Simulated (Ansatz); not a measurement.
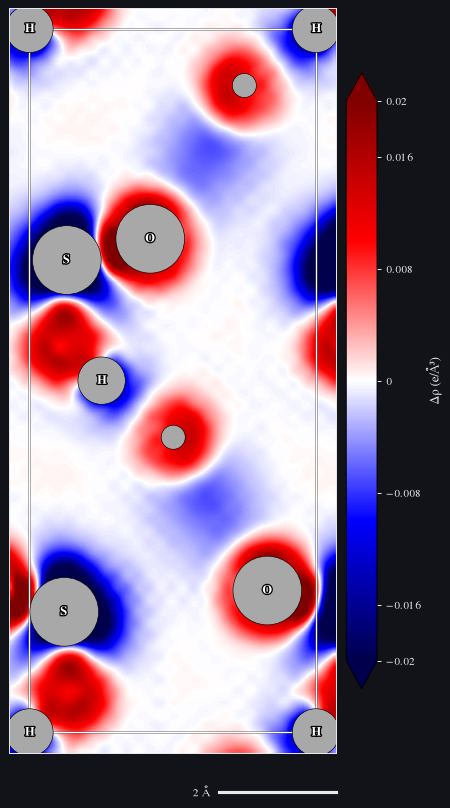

CuHCSO5. Difference of the valence pseudo-densities of two functionals at the same geometry, on the (100) plane of the calculation cell: one of PBE and r2SCAN less the other.

Both computed with Ansatz (plane waves, PAW), on the same k-point mesh. Grey discs cover the atomic cores.

```
Cu H C S O
1.0
     8.59000    0.00000    0.00000
     0.00000    4.89800    0.00000
    -1.08861    0.00000   11.97803
Cu H C S O
4 4 4 4 20
Cartesian
  2.0183 1.2033 0.4173
  6.0273 3.6523 5.5717
  5.4830 3.6947 11.5607
  1.4740 1.2457 6.4063
  7.3608 0.6079 3.5115
  0.6849 3.0569 2.4775
  0.1406 4.2901 8.4666
  6.8164 1.8411 9.5005
  3.3037 0.4879 1.4041
  4.7420 2.9369 4.5850
  4.1977 4.4101 10.5740
  2.7594 1.9611 7.3931
  7.4626 1.2025 1.4504
  0.5831 3.6515 4.5386
  0.0388 3.6955 10.5276
  6.9183 1.2465 7.4394
  0.2248 1.8324 1.4641
  7.8209 4.2814 4.5249
  7.2766 3.0656 10.5140
  -0.3195 0.6166 7.4531
  6.9071 1.2924 2.9196
  1.1386 3.7414 3.0694
  0.5943 3.6056 9.0584
  6.3628 1.1566 8.9087
  6.4810 1.9473 0.6520
  1.5647 4.3963 5.3371
  1.0204 2.9507 11.3261
  5.9367 0.5017 6.6410
  4.1155 4.8476 2.0038
  3.9301 2.3986 3.9852
  3.3858 0.0504 9.9742
  3.5712 2.4994 7.9928
  7.5536 4.6745 1.0932
  0.4921 2.2255 4.8958
  -0.0522 0.2235 10.8848
  7.0093 2.6725 7.0823
```

Which was subtracted from which, and what does the map show?

It is r2SCAN less PBE. Against PBE, r2SCAN gives more density around O (+0.011 e/Å³ on average at 0.7 Å from the nucleus) and a change of +0.028 e/Å³ at the midpoint of S–O.
